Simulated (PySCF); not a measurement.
# C5H8FN: runs on many settings, part 2 of 2

PySCF 2.14.0. Atoms count from 0. The steps go on from the part before.

### 4 Nuclear shieldings: CAM-B3LYP/6-31++G**

What the job is given:

```
{"job": {"kind": "nmr", "xc": "CAM-B3LYP", "basis": "6-31++G**", "pop": true, "scf": {"conv": 1e-06}}, "charge": 0, "multiplicity": 1}
C     -2.039348     0.499030     0.138126
C     -0.570204     0.656225    -0.234235
C      0.100995    -0.703428    -0.412878
C      1.566689    -0.562836    -0.832048
F      2.093693    -1.808795    -1.113672
C      2.351417     0.064640     0.218208
N      2.951593     0.557290     1.055138
H     -2.140906    -0.052683     1.069521
H     -2.504179     1.473214     0.263737
H     -2.575313    -0.038997    -0.640487
H     -0.490619     1.226235    -1.163329
H     -0.052250     1.218655     0.546083
H      0.054318    -1.271685     0.519128
H     -0.413490    -1.278491    -1.186078
H      1.663189     0.029617    -1.754781
```

Method: GIAO CAM-B3LYP/6-31++G** NMR shielding, non-relativistic, gas phase.

Log:

```text
final grid: 121616 points
cycle   1  E = -349.6718853373  dE =  9.242e-01  |g| = 6.767e-01  |ddm| = 5.005e+00
cycle   2  E = -349.5426556338  dE =  1.292e-01  |g| = 1.084e+00  |ddm| = 2.190e+00
cycle   3  E = -349.7719746059  dE = -2.293e-01  |g| = 1.123e-01  |ddm| = 1.054e+00
cycle   4  E = -349.7740472298  dE = -2.073e-03  |g| = 5.990e-02  |ddm| = 2.382e-01
cycle   5  E = -349.7747391499  dE = -6.919e-04  |g| = 1.261e-02  |ddm| = 6.029e-02
cycle   6  E = -349.7747687937  dE = -2.964e-05  |g| = 2.955e-03  |ddm| = 2.048e-02
cycle   7  E = -349.7747708378  dE = -2.044e-06  |g| = 4.298e-04  |ddm| = 8.186e-03
cycle   8  E = -349.7747708923  dE = -5.452e-08  |g| = 1.631e-04  |ddm| = 1.576e-03
converged SCF energy = -349.7747708923

GIAO shielding tensors (ppm)
atom      isotropic    diamagn.    paramagn.     s11        s22        s33       span
  0 C      182.213     238.595     -56.383    171.969    175.887    198.782     26.812
  1 C      176.396     253.529     -77.133    168.110    176.851    184.226     16.116
  2 C      156.298     252.792     -96.494    130.136    159.210    179.548     49.412
  3 C      116.870     232.336    -115.466     76.988    106.144    167.477     90.489
  4 F      385.776     458.857     -73.082    344.297    402.007    411.022     66.725
  5 C       86.962     276.132    -189.170    -18.984    -14.009    293.880    312.864
  6 N       -0.222     316.643    -316.865   -150.254   -124.597    274.186    424.440
  7 H       30.876      28.005       2.871     26.651     29.187     36.790     10.139
  8 H       30.542      28.368       2.174     25.877     28.001     37.747     11.870
  9 H       30.916      28.216       2.700     26.709     29.066     36.973     10.264
 10 H       30.610      32.483      -1.872     25.578     30.363     35.890     10.312
 11 H       30.151      33.866      -3.715     24.789     30.645     35.018     10.229
 12 H       29.821      32.018      -2.196     26.391     29.956     33.117      6.726
 13 H       29.842      31.247      -1.405     25.667     30.061     33.799      8.132
 14 H       26.685      24.659       2.026     24.148     27.008     28.898      4.749
```

Run time: 25 s. Hardware: 1 thread of Arm Neoverse V1, shared host; peak memory 0.89 GiB.

This run: δ C5 110.5, C3 80.6, C2 41.1, C1 21.0, H14 5.24, H12 2.10 ppm.

### 5 NMR shieldings: HF/IGLO-II

Settings changed since step 4:

```diff
@@ -1,2 +1,2 @@
-{"job": {"kind": "nmr", "xc": "CAM-B3LYP", "basis": "6-31++G**", "pop": true, "scf": {"conv": 1e-06}}, "charge": 0, "multiplicity": 1}
+{"job": {"kind": "nmr", "xc": "HF", "basis": "IGLO-II", "pop": false, "scf": {"level_shift": 0.3}, "grid": 4}, "charge": 0, "multiplicity": 1}
 C     -2.039348     0.499030     0.138126
```

Level: GIAO HF/IGLO-II NMR shielding, non-relativistic, gas phase.

Log:

```text
final grid: 325416 points
cycle   1  E = -347.7180484717  dE =  1.414e+00  |g| = 9.620e-01  |ddm| = 2.775e+00
cycle   2  E = -347.9178494022  dE = -1.998e-01  |g| = 4.745e-01  |ddm| = 7.315e-01
cycle   3  E = -347.9576773428  dE = -3.983e-02  |g| = 1.015e-01  |ddm| = 2.480e-01
cycle   4  E = -347.9613490796  dE = -3.672e-03  |g| = 3.388e-02  |ddm| = 1.197e-01
cycle   5  E = -347.9619183494  dE = -5.693e-04  |g| = 1.117e-02  |ddm| = 5.644e-02
cycle   6  E = -347.9620021230  dE = -8.377e-05  |g| = 4.075e-03  |ddm| = 2.585e-02
cycle   7  E = -347.9620136310  dE = -1.151e-05  |g| = 1.378e-03  |ddm| = 1.037e-02
cycle   8  E = -347.9620150096  dE = -1.379e-06  |g| = 5.018e-04  |ddm| = 3.515e-03
cycle   9  E = -347.9620152061  dE = -1.964e-07  |g| = 2.093e-04  |ddm| = 1.249e-03
cycle  10  E = -347.9620152438  dE = -3.771e-08  |g| = 9.821e-05  |ddm| = 4.531e-04
cycle  11  E = -347.9620152543  dE = -1.052e-08  |g| = 5.341e-05  |ddm| = 1.917e-04
cycle  12  E = -347.9620152583  dE = -3.991e-09  |g| = 2.659e-05  |ddm| = 1.010e-04
cycle  13  E = -347.9620152594  dE = -1.142e-09  |g| = 1.264e-05  |ddm| = 5.346e-05
cycle  14  E = -347.9620152597  dE = -2.464e-10  |g| = 5.956e-06  |ddm| = 2.564e-05
level shift removed, Fock matrix diagonalised once more
converged SCF energy = -347.9620152597

GIAO shielding tensors (ppm)
atom      isotropic    diamagn.    paramagn.     s11        s22        s33       span
  0 C      179.842     238.895     -59.053    170.830    173.861    194.835     24.005
  1 C      175.911     241.839     -65.928    168.724    176.263    182.746     14.022
  2 C      158.430     241.356     -82.926    135.088    160.651    179.551     44.462
  3 C      121.558     237.413    -115.855     82.899    112.567    169.209     86.310
  4 F      413.167     468.147     -54.981    376.877    424.934    437.689     60.813
  5 C       73.962     263.393    -189.431    -45.484    -39.010    306.378    351.862
  6 N      -44.441     335.592    -380.034   -213.016   -183.989    263.681    476.697
  7 H       31.477      30.479       0.998     26.932     29.735     37.763     10.831
  8 H       31.202      29.750       1.452     26.341     28.481     38.783     12.443
  9 H       31.534      30.225       1.309     27.027     29.610     37.967     10.941
 10 H       31.410      32.206      -0.796     26.078     30.882     37.271     11.193
 11 H       30.887      33.101      -2.214     25.191     31.250     36.219     11.029
 12 H       30.552      31.915      -1.363     26.495     30.592     34.568      8.073
 13 H       30.577      31.445      -0.869     25.764     30.615     35.352      9.589
 14 H       27.808      28.860      -1.052     25.130     27.553     30.741      5.611
```

It took 10 s on 1 thread of Arm Neoverse V1, shared host; peak memory 0.82 GiB.

Key values: δ C5 122.0, C3 74.4, C2 37.5, C1 20.1, H14 4.73, H12 1.99 ppm.

### 6 Shielding tensors: mPW1PW91/pcSseg-0

Settings changed since step 5:

```diff
@@ -1,2 +1,2 @@
-{"job": {"kind": "nmr", "xc": "HF", "basis": "IGLO-II", "pop": false, "scf": {"level_shift": 0.3}, "grid": 4}, "charge": 0, "multiplicity": 1}
+{"job": {"kind": "nmr", "xc": "mPW1PW91", "basis": "pcSseg-0", "pop": true, "scf": {"conv": 1e-07}}, "charge": 0, "multiplicity": 1}
 C     -2.039348     0.499030     0.138126
```

Method: GIAO mPW1PW91/pcSseg-0 NMR shielding, non-relativistic, gas phase.

Log:

```text
final grid: 121616 points
cycle   1  E = -348.9517398381  dE =  7.367e-01  |g| = 6.125e-01  |ddm| = 3.912e+00
cycle   2  E = -348.7555317315  dE =  1.962e-01  |g| = 1.172e+00  |ddm| = 2.673e+00
cycle   3  E = -349.0277733601  dE = -2.722e-01  |g| = 1.895e-01  |ddm| = 1.566e+00
cycle   4  E = -349.0347306682  dE = -6.957e-03  |g| = 4.513e-02  |ddm| = 2.062e-01
cycle   5  E = -349.0351150407  dE = -3.844e-04  |g| = 1.303e-02  |ddm| = 5.832e-02
cycle   6  E = -349.0351513594  dE = -3.632e-05  |g| = 1.209e-03  |ddm| = 1.829e-02
cycle   7  E = -349.0351517018  dE = -3.425e-07  |g| = 3.849e-04  |ddm| = 2.246e-03
cycle   8  E = -349.0351517378  dE = -3.592e-08  |g| = 7.807e-05  |ddm| = 6.154e-04
converged SCF energy = -349.0351517378

GIAO shielding tensors (ppm)
atom      isotropic    diamagn.    paramagn.     s11        s22        s33       span
  0 C      177.743     245.265     -67.522    167.085    170.757    195.387     28.302
  1 C      175.175     246.788     -71.613    166.056    174.441    185.027     18.971
  2 C      152.916     245.128     -92.211    122.526    156.536    179.686     57.160
  3 C      106.289     246.678    -140.389     65.887     94.757    158.223     92.336
  4 F      409.004     457.339     -48.335    373.372    403.613    450.025     76.653
  5 C       62.626     284.944    -222.318    -57.914    -51.543    297.336    355.251
  6 N      -55.508     319.270    -374.778   -233.357   -203.957    270.790    504.147
  7 H       32.073      28.940       3.133     27.601     30.452     38.165     10.565
  8 H       31.812      29.181       2.631     26.950     28.992     39.495     12.544
  9 H       32.091      29.357       2.734     27.684     30.256     38.334     10.651
 10 H       32.117      31.839       0.278     26.834     31.926     37.592     10.758
 11 H       31.717      31.585       0.132     26.110     32.443     36.596     10.486
 12 H       31.051      30.509       0.542     27.343     31.418     34.393      7.050
 13 H       31.251      31.555      -0.305     26.557     31.586     35.609      9.053
 14 H       27.856      29.016      -1.160     25.100     28.055     30.413      5.313
```

Run time: 6.9 s. Hardware: 1 thread of Arm Neoverse V1, shared host; peak memory 0.52 GiB.

In short: δ C5 132.8, C3 89.1, C2 42.5, C1 20.3, H14 5.46, H12 2.27 ppm.

### 7 Comparing the runs: NMR shifts

Shifts (ppm) of some atoms, chosen among heavy atoms and hydrogens apart, with basis size and wall time:

```tsv
run	C5	C3	C2	H14	H12	F4	N6	functions	time
PBE0/pcSseg-1	122.0	83.0	41.8	5.09	1.99	-212.2	314.7	159	23 s
CAM-B3LYP/6-31++G**	110.5	80.6	41.1	5.24	2.10	-182.4	273.0	174	25 s
HF/IGLO-II	122.0	74.4	37.5	4.73	1.99	-162.5	311.3	202	10 s
mPW1PW91/pcSseg-0	132.8	89.1	42.5	5.46	2.27	-236.6	323.5	79	6.9 s
```

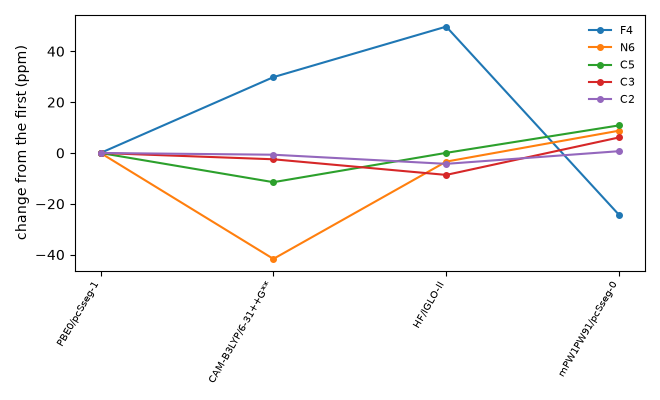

How five of the tabulated atoms move from run to run.

### 8 Results

This closing draws on all 2 parts.

| quantity | value |
| --- | --- |
| 13C shifts against TMS (PBE0/pcSseg-1) | 122.0, 83.0, 41.8, 21.8, 16.1 ppm |
| 1H shifts against TMS (PBE0/pcSseg-1, means over atoms taken as alike) | 5.09, 1.99, 1.98, 1.59, 1.16, 1.11 ppm |
| 19F shifts against CFCl3 (PBE0/pcSseg-1) | -212.2 ppm |
| 15N shifts against NH3 (PBE0/pcSseg-1) | 314.7 ppm |
| surface potential, 1st and 99th percentile | -1.61 V and 1.46 V |
| lowest singlet (PBE0/def2-SVPD) | 7.29 eV (170 nm), f = 0.000 |
| brightest single state of those computed | state 4, 8.41 eV, f = 0.013 |
| lowest triplet | 6.26 eV |
| range of the shift of F4 | -236.6 to -162.5 ppm |

What this shows: Single values in the summary come from the first run of each kind that ended normally (PBE0/pcSseg-1; PBE0/def2-SVPD), which need not be the best level. The most deshielded carbon is C5 (nitrile carbon), at 122.0 ppm: typical of a nitrile. The most deshielded hydrogen is H14 (hydrogen on an sp3 CH bonded to F, α to a nitrile), at 5.09 ppm: its carbon carries F, which withdraws density. At PBE0/pcSseg-1: Shielding is most anisotropic at N6 (span 485 ppm, paramagnetic term -385 ppm). The lowest singlet, at 7.29 eV, is HOMO→LUMO 0.81 and is dark; of the 6 states computed, the strongest absorption comes from state 4 at 8.41 eV. The lowest triplet lies 1.04 eV below the lowest singlet (triplets in Tamm-Dancoff, singlets in full TDDFT). In ppm, F4 moves most: its shift spreads over 74.1 ppm, from -236.6 (mPW1PW91/pcSseg-0) to -162.5 (HF/IGLO-II). Most of that comes from the computed reference, not from the atom's own shielding.
